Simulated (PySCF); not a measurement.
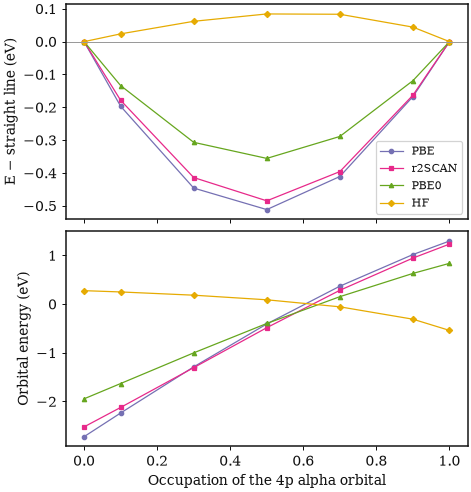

One 4p alpha orbital of Ga⁻ ([Ar] 3d¹⁰ 4s² 4p²) is emptied in steps. The plot gives the energy less the straight line between the integer ends; the lower panel gives the orbital energy. PySCF, aug-pcseg-2, non-relativistic, unrestricted single determinants, no spin-orbit coupling.

> Describe the curvature of each method.

PBE: convex (delocalisation error), largest departure −0.51 eV, removal energy 0.5128 eV, orbital energy from 1.30 eV when full to −2.72 eV when empty; r2SCAN: convex (delocalisation error), largest departure −0.48 eV, removal energy 0.5382 eV, orbital energy from 1.23 eV when full to −2.52 eV when empty; PBE0: convex (delocalisation error), largest departure −0.36 eV, removal energy 0.4511 eV, orbital energy from 0.838 eV when full to −1.95 eV when empty; HF: concave (localisation error), largest departure 0.084 eV, removal energy −0.02730 eV, orbital energy from −0.540 eV when full to 0.277 eV when empty. The measured removal energy is 0.4300 eV. The exact energy is a straight line between whole electron numbers.
